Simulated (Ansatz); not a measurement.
The parent structure is SnTe in the rock salt structure (space group Fm-3m, No. 225; a = 6.235 Å). Axes: x, y, z lie along the cube axes.

Structures relaxed with Kohn–Sham DFT with the LDA functional, run in Ansatz (a quantum-chemistry and plane-wave program) with PAW and 420 eV plane waves, spin-orbit coupling left out.

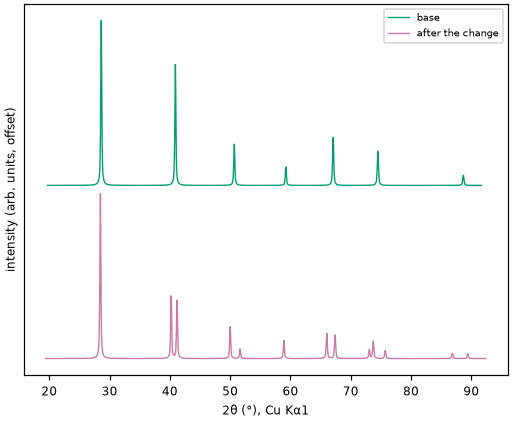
Figure: Simulated powder patterns before (top) and after one change

Which of these changes matches the shifts?
A. biaxial strain +2.50 %, plane normal [111], relaxed out of plane
B. biaxial strain +1.67 %, plane normal [111], relaxed out of plane
C. biaxial strain −1.25 %, plane normal [111], relaxed out of plane
D. biaxial strain −2.50 %, plane normal [111], relaxed out of plane

B, biaxial strain +1.67 %, plane normal [111], relaxed out of plane. Its volume per atom is 30.77 Å³ against 30.30 Å³, and its space group is R-3m (No. 166).

Stability against distortions was not tested. The final runs are not spin-polarised.
